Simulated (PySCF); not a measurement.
**[GeH5]− (SMILES [H][Ge-]([H])([H])([H])[H]): levels of theory compared**

Wanted: a comparison of 6 runs (B2PLYP/STO-6G, PBE0/STO-6G, SVWN5/STO-6G, UPBE0/STO-6G, CCSDT(Q)/STO-6G, CCSD(T)/STO-6G) of [GeH5]−. The job is set up through a Python script.

The calculation is run with PySCF 2.14.0.

7 further runs of the same task are left out: 1 that didn't finish, 6 set aside as unsound or not needed.

## Step 1: Starting point

[GeH5]−: 6 atoms, total charge -1, spin state singlet. As SMILES, `[H][Ge-]([H])([H])([H])[H]`. The Ge1–H5 distance was set to 3.331 Å, away from the relaxed value. At this shape a bond of the SMILES string is far longer than usual.

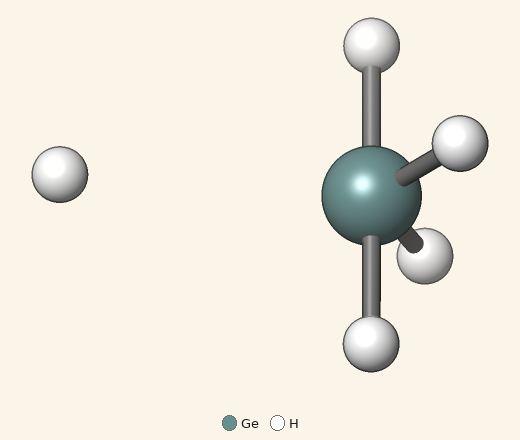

The structure, seen from a chosen angle (germanium teal, hydrogen white).

## Step 2: A single-point energy at B2PLYP/STO-6G (run 1)

Contents of calc.py:

```python
from pyscf import gto, dft, mp

mol = gto.Mole()
mol.atom = '''
Ge     0.920798    -1.567214     0.014438
H      0.897148    -1.571904     1.776538
H      0.942628    -1.556714    -1.767022
H      2.435528    -1.555174     0.023518
H     -0.767040     1.304120     0.000050
H      0.174088    -2.883944    -0.008282
'''
mol.verbose = 3
mol.max_memory = 1860
mol.charge = -1
mol.basis = 'sto-6g'
mol.build()

ks = dft.RKS(mol, xc='0.53*HF + 0.47*B88, 0.73*LYP')
ks.conv_tol = 1e-10
ks.grids.level = 5
ks.kernel()
if not ks.converged:
    ks = ks.newton().run(ks.mo_coeff, ks.mo_occ)

pt = mp.MP2(ks, frozen=9).run()
e_tot = ks.e_tot + 0.27 * pt.e_corr
print('PT2 part  %.8f' % (0.27 * pt.e_corr))
print(f'total energy: {e_tot:.8f} hartree')
```

On the command line:

```bash
$ OMP_NUM_THREADS=1 python calc.py
```

Log:

```text
converged SCF energy = -2067.80935321698
E(RMP2) = -2067.97617884672  E_corr = -0.166825629739137
E(SCS-RMP2) = -2068.00568637624  E_corr = -0.196333159259653
PT2 part  -0.04504292
total energy: -2067.85439614 hartree
```

Run time: 4.8 s. Hardware: 1 thread of Arm Neoverse V1, shared host; peak memory 0.21 GiB.

## Step 3: The energy at PBE0/STO-6G (run 2)

Contents of input.xyz:

```xyz
6

Ge     0.920798    -1.567214     0.014438
H      0.897148    -1.571904     1.776538
H      0.942628    -1.556714    -1.767022
H      2.435528    -1.555174     0.023518
H     -0.767040     1.304120     0.000050
H      0.174088    -2.883944    -0.008282
```

Contents of input.py:

```python
from pyscf import gto, dft

system = gto.Mole()
system.atom = 'input.xyz'
system.max_memory = 1860
system.verbose = 3
system.charge = -1
system.basis = 'sto-6g'
system.spin = 0
system.build()

mf = dft.RKS(system, xc='pbe0')
mf.conv_tol = 1e-10
mf.grids.level = 5
mf.kernel()
if not mf.converged:
    mf = mf.newton().run(mf.mo_coeff, mf.mo_occ)

e_tot = mf.e_tot
print(f'total energy: {e_tot:.8f} hartree')
```

On the command line:

```bash
$ OMP_NUM_THREADS=1 python input.py
```

Log:

```text
converged SCF energy = -2068.00581864248
total energy: -2068.00581864 hartree
```

Run time: 6 s. Hardware: 1 thread of Arm Neoverse V1, shared host; peak memory 0.21 GiB.

Run 3 isn't shown in full; the table further down has it.

## Step 4: The energy at UPBE0/STO-6G (run 4)

Contents of run.py:

```python
from pyscf import gto, dft

system = gto.Mole()
system.atom = [
    ('Ge', (0.920798, -1.567214, 0.014438)),
    ('H', (0.897148, -1.571904, 1.776538)),
    ('H', (0.942628, -1.556714, -1.767022)),
    ('H', (2.435528, -1.555174, 0.023518)),
    ('H', (-0.767040, 1.304120, 0.000050)),
    ('H', (0.174088, -2.883944, -0.008282)),
]
system.basis = 'sto-6g'
system.charge = -1
system.verbose = 3
system.max_memory = 1860
system.spin = 0
system.build()

calc0 = dft.UKS(system, xc='pbe0')
calc0.conv_tol = 1e-10
calc0.grids.level = 5
calc0.kernel()
if not calc0.converged:
    calc0 = calc0.newton().run(calc0.mo_coeff, calc0.mo_occ)
for _ in range(3):
    mo, _, stable, _ = calc0.stability(return_status=True)
    if stable:
        break
    calc0.kernel(calc0.make_rdm1(mo, calc0.mo_occ))

e_tot = calc0.e_tot
print('Final energy', e_tot)
```

On the command line:

```bash
$ OMP_NUM_THREADS=1 python run.py
```

Log:

```text
converged SCF energy = -2068.00581864217  <S^2> = 5.4491522e-11  2S+1 = 1
<class 'pyscf.dft.uks.UKS'> wavefunction has an internal instability
converged SCF energy = -2068.03027911472  <S^2> = 0.71541426  2S+1 = 1.9651099
<class 'pyscf.dft.uks.UKS'> wavefunction is stable in the internal stability analysis
Final energy -2068.030279114723
```

Run time: 40 s. Hardware: 1 thread of Arm Neoverse V1, shared host; peak memory 0.41 GiB.

Run 5 isn't shown in full; the table further down has it.

## Step 5: A single-point energy at CCSD(T)/STO-6G (run 6)

Contents of input.py:

```python
from pyscf import gto, cc

mol = gto.M(
    atom=[
    ('Ge', (0.920798, -1.567214, 0.014438)),
    ('H', (0.897148, -1.571904, 1.776538)),
    ('H', (0.942628, -1.556714, -1.767022)),
    ('H', (2.435528, -1.555174, 0.023518)),
    ('H', (-0.767040, 1.304120, 0.000050)),
    ('H', (0.174088, -2.883944, -0.008282)),
],
    basis='sto-6g',
    spin=0,
    max_memory=1860,
    verbose=3,
    charge=-1,
)

hf = mol.RHF()
hf.conv_tol = 1e-10
hf.kernel()
if not hf.converged:
    hf = hf.newton().run(hf.mo_coeff, hf.mo_occ)

mycc = cc.CCSD(hf, frozen=9)
mycc.kernel()
e_t = mycc.ccsd_t()
energy = mycc.e_tot + e_t
print('E(%s) = %.9f' % ('CCSD(T)', energy))
```

On the command line:

```bash
$ OMP_NUM_THREADS=1 python input.py
```

Log:

```text
converged SCF energy = -2066.68536658098
E(CCSD) = -2066.836451305547  E_corr = -0.1510847245687125
CCSD(T) correction = -0.00916768007327642
E(CCSD(T)) = -2066.845618986
```

Wall time 1.4 s (1 thread of Arm Neoverse V1, shared host); peak memory 0.12 GiB.

## Step 6: All runs side by side

```
run            level  frozen core orbitals  follow instability   energy (Eh)  HOMO energy (eV)  LUMO energy (eV)  HOMO–LUMO gap (eV)  wall time
  1    B2PLYP/STO-6G                     9                   –  -2067.854396              4.81              8.44                3.63      4.8 s
  2      PBE0/STO-6G                     –                   –  -2068.005819              5.47              7.60                2.13        6 s
  3     SVWN5/STO-6G                     –                   –  -2064.754366              6.53              7.35                0.81      7.2 s
  4     UPBE0/STO-6G                     –                 yes  -2068.030279              5.77              8.04                2.27       40 s
  5  CCSDT(Q)/STO-6G                     9                   –  -2066.841285              3.95             10.14                6.19      4.8 s
  6   CCSD(T)/STO-6G                     9                   –  -2066.845619              3.95             10.14                6.19      1.4 s
```

## Step 7: Outcome

```
                                                    quantity           value
                                         run 6: total energy  -2066.84562 Eh
                  run 6: HOMO energy (Hartree–Fock orbitals)         3.95 eV
                  run 6: LUMO energy (Hartree–Fock orbitals)        10.14 eV
run 6: HOMO–LUMO gap (to an unbound level, set by the basis)         6.19 eV
          run 6: correlation energy (9 core orbitals frozen)      -160.3 mEh
                                       run 6: (T) correction       -9.17 mEh
                                        run 6: T1 diagnostic           0.091
```

Over runs 1, 2, 3, 4 the HOMO–LUMO gap runs from 0.81 eV (SVWN5/STO-6G) to 3.63 eV (B2PLYP/STO-6G). The empty levels of an anion lie above zero and hang on the basis. A double hybrid's value is that of its SCF part. Totals of different functionals can't be ranked against each other. In runs 1, 2, 3, 4, 5, 6 the HOMO lies above zero, so the outermost electron may be held by the basis alone. In run 6 the T1 diagnostic is large, so a single reference may not serve. In runs 1, 2, 3, 4, 5, 6 the basis is minimal, so the values are rough. Spin contamination of the reference: run 4 ⟨S²⟩ = 0.72. Where it is this large, the reference is a mixture of spin states, and values that rest on it are in doubt. All runs together took 64 s, the longest 40 s.
